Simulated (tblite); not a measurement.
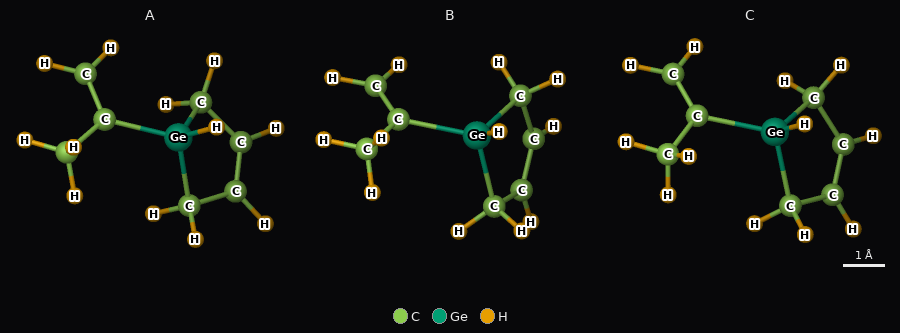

3 geometries from one relaxation of C7H12Ge, in shuffled order. Style: ball-and-stick. Shown at a tilt.

Computed with GFN2-xTB geometry optimisation, gas phase in tblite 0.8.0. 

Order the frames from highest to lowest energy.

A, C, B. They are steps 0, 63, 141, at +18.3 kcal/mol, +0.41 kcal/mol relative to the last. The energy falls by 18.3 kcal/mol in 141 geometry steps. The largest move after the best rigid fit is that of an H atom, 1.46 Å. By element the largest moves are H 1.46 Å, C 0.64 Å, Ge 0.09 Å. Near-neighbour distances that change, for instance: C–Ge 1.893 → 1.978 Å, C–Ge 1.933 → 1.995 Å, C–H 1.140 → 1.082 Å, C–C 1.272 → 1.323 Å. Bond angles that change, for instance: C–Ge–C 106.8° → 116.6°, C–Ge–H 117.0° → 108.6°, C–C–Ge 123.6° → 115.6°. Groups turn about C–Ge by about 45°, C–Ge by about 45°, C–C by about 40°. The run took 2.2 s on 1 thread of Intel(R) Xeon(R) Processor, with other jobs on the host.
